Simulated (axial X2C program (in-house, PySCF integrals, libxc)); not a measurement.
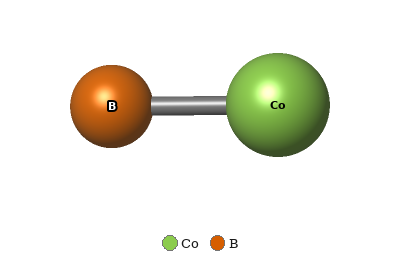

The molecule at the reference distance of 1.760 Å.

## Relativistic diatomic calculation, with input and output: CoB⁺

- system: CoB⁺, single determinant with Ω = 5/2.
- method: TPSSh, two-component X2C with atomic mean-field Coulomb and Gaunt terms, Co dyall-cv3z, B dyall-v3z (cores contracted) (axial X2C program (in-house, PySCF integrals, libxc))

## The input
```
{"zs": [27, 5], "q": 1, "bas": ["dyall-cv3z", "dyall-v3z"], "levels": ["PBE0", "HF", "TPSSh"], "cc": true, "r0": 1.96, "thr": -2.0, "nmax": 90, "npts": 10, "nst": 2, "ntry": 6}
```

The line is the task of a batch: nuclear charges, charge, bases, the levels to run, a first guess of the distance and further settings. This report covers TPSSh with spin-orbit coupling. The log is that of the reference distance 1.76 Å.

Hardware: 1 thread of Arm Neoverse V2, 112 GiB of memory available, shared host.

The run was one of a batch that the task file lists, launched with:
```bash
python <driver script> task.json out
```

## Log
```
two-component X2C + atomic mean field  TPSSh
basis functions 150  fitting functions 863  grid points 5075
iter        total energy     max residual
   1      -1417.407578602     3.33e-02
   2      -1417.403580341     3.04e-02
   3      -1417.345738563     9.91e-02
   4      -1417.409243176     9.22e-03
   5      -1417.409960802     1.63e-03
   6      -1417.409981747     1.91e-03
   7      -1417.410027404     7.02e-04
   8      -1417.410031537     8.58e-05
   9      -1417.410031729     3.92e-05
  10      -1417.410031778     4.35e-05
  11      -1417.410031803     9.24e-06
  12      -1417.410031805     2.09e-06
  13      -1417.410031805     2.22e-07
converged
one-electron -2033.85577381  Coulomb 640.01873315  exact exchange -6.20487226  xc functional -57.56199880  nuclear repulsion 40.59029743  atomic mean-field constant -0.39641752
```

## The points of the curve

| R (Å) | E (hartree) | dipole (D; origin at the first atom, positive when the second is positive) | highest filled (eV) | lowest empty (eV) |
| --- | --- | --- | --- | --- |
| 1.531 | −1417.401548 | 0.41 | −12.92 | −10.53 |
| 1.602 | −1417.408260 | 0.54 | −12.70 | −10.32 |
| 1.654 | −1417.410334 | 0.62 | −12.56 | −10.18 |
| 1.707 | −1417.410751 | 0.68 | −12.44 | −10.06 |
| 1.760 | −1417.410032 | 0.75 | −12.32 | −9.94 |
| 1.822 | −1417.408172 | 0.85 | −12.19 | −9.82 |
| 1.883 | −1417.405468 | 0.98 | −12.05 | −9.69 |
| 1.962 | −1417.401019 | 1.18 | −11.88 | −9.67 |
| 2.059 | −1417.394522 | 1.45 | −11.66 | −9.69 |
| 2.200 | −1417.384030 | 1.86 | −11.36 | −9.71 |

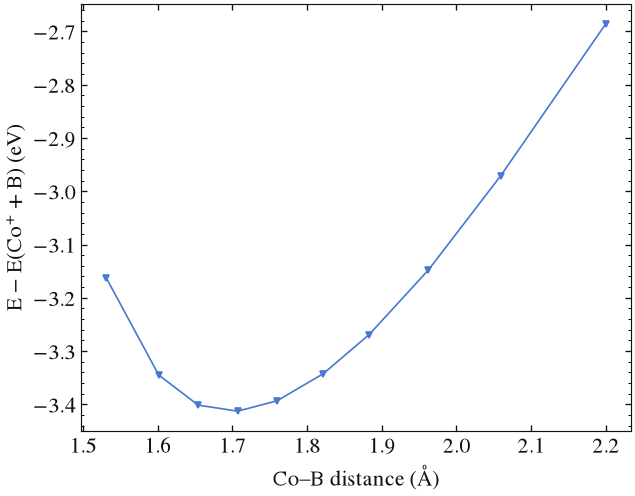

Energy at 10 bond lengths, for one set of occupations held fixed; the line joins the points. A polynomial of degree 6 through 9 points gives rₑ = 1.697 Å, ωₑ = 585.5 cm⁻¹, ωₑxₑ = 3.4 cm⁻¹ and Bₑ = 0.6308 cm⁻¹. The minimum lies 3.41 eV below Co⁺ + B, each computed as one determinant at the same level.

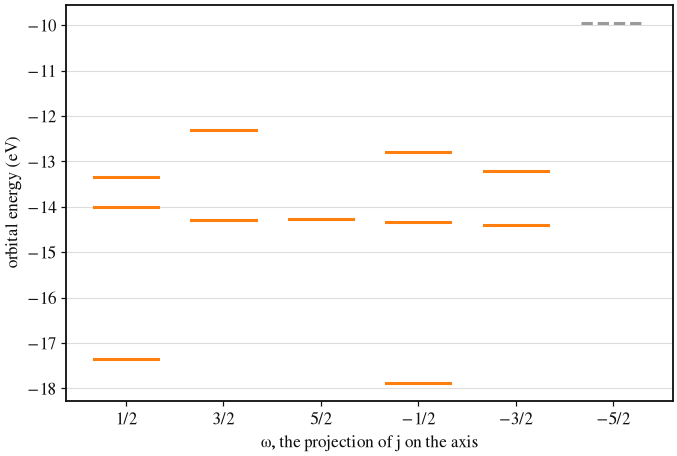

Orbital energies near the frontier at 1.76 Å, filled (solid) and empty (dashed). The highest filled spinor (3/2; 100 % Co d) lies at −12.32 eV, the lowest empty one (−5/2; 99 % Co d) at −9.94 eV.

## Summary

```tsv
quantity	value
outcome	converged
bond length rₑ	1.697 Å
ωₑ	585.5 cm⁻¹
energy at the minimum	−1417.41077 hartree
depth below the fragments	3.41 eV
wall time	7.3 s
peak memory	0.65 GiB
```
